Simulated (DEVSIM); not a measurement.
Device: GaP n+/n-/n+ resistor, at 300 K.

| layer (left to right) | material | thickness (μm) | Nd (cm⁻³) | τn (s) | τp (s) |
|---|---|---|---|---|---|
| 1 | GaP | 0.660 | 2e17 | 2.6e-7 | 2.6e-7 |
| 2 | GaP | 2.30 | 2.3e15 | 2.6e-7 | 2.6e-7 |
| 3 | GaP | 0.220 | 4.9e18 | 2.6e-7 | 7.8e-6 |

Left contact: ohmic. Right contact: ohmic. Voltage is applied to the left contact. Recombination: SRH at mid-gap. Mobility is constant in doping.

Constants are typed, rounded textbook-type inputs, not results; the design itself was drawn at random and stands for no fabricated device. Values at 300 K.

| parameter | GaP |
|---|---|
| gap (eV) | 2.26 |
| affinity (eV) | 3.8 |
| permittivity | 11.1 |
| Nc (cm⁻³) | 1.8e19 |
| Nv (cm⁻³) | 1.9e19 |
| μn (cm²/Vs) | 250 |
| μp (cm²/Vs) | 150 |

DEVSIM, 1D drift-diffusion, Boltzmann statistics, complete ionisation; no tunnelling, impact ionisation, image-force lowering or self-heating.

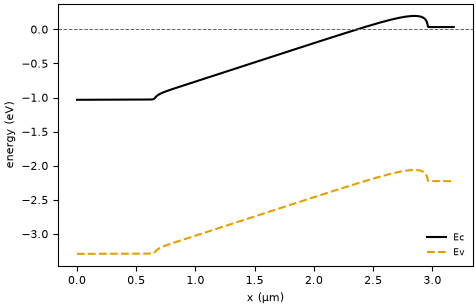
Figure. Band edges at 1.15 V on the left contact

Energies count from the Fermi level of the right contact; mesh points crowd at the junctions.

| x (μm) | Ec (eV) | Ev (eV) | n (cm⁻³) | p (cm⁻³) | field (V/cm) |
|---|---|---|---|---|---|
| 0.000 | -1.034 | -3.294 | 2.0e17 | < 1e2 | 65 |
| 0.02727 | -1.034 | -3.293 | 2.0e17 | < 1e2 | 65 |
| 0.07914 | -1.033 | -3.293 | 2.0e17 | < 1e2 | 65 |
| 0.1895 | -1.032 | -3.292 | 2.0e17 | < 1e2 | 65 |
| 0.4511 | -1.031 | -3.291 | 2.0e17 | < 1e2 | 65 |
| 0.5714 | -1.030 | -3.290 | 2.0e17 | < 1e2 | 67 |
| 0.6279 | -1.029 | -3.289 | 1.9e17 | < 1e2 | 1000 |
| 0.6631 | -0.996 | -3.256 | 5.6e16 | < 1e2 | 21000 |
| 0.6946 | -0.953 | -3.213 | 1.1e16 | < 1e2 | 9800 |
| 0.7617 | -0.903 | -3.163 | 3.2e15 | < 1e2 | 6200 |
| 0.8946 | -0.826 | -3.086 | 2.3e15 | < 1e2 | 5700 |
| 1.339 | -0.575 | -2.835 | 2.3e15 | < 1e2 | 5600 |
| 2.060 | -0.169 | -2.429 | 2.3e15 | < 1e2 | 5600 |
| 2.552 | 0.096 | -2.164 | 2.6e15 | < 1e2 | 4900 |
| 2.825 | 0.196 | -2.064 | 4.7e15 | < 1e2 | 1100 |
| 2.907 | 0.183 | -2.077 | 1.4e16 | < 1e2 | -5900 |
| 2.948 | 0.126 | -2.134 | 1.4e17 | < 1e2 | -32000 |
| 2.970 | 0.034 | -2.226 | 4.9e18 | < 1e2 | -500 |
| 3.020 | 0.034 | -2.226 | 4.9e18 | < 1e2 | ≈ 0 |
| 3.087 | 0.034 | -2.226 | 4.9e18 | < 1e2 | ≈ 0 |
| 3.143 | 0.034 | -2.226 | 4.9e18 | < 1e2 | ≈ 0 |
| 3.180 | 0.034 | -2.226 | 4.9e18 | < 1e2 | ≈ 0 |
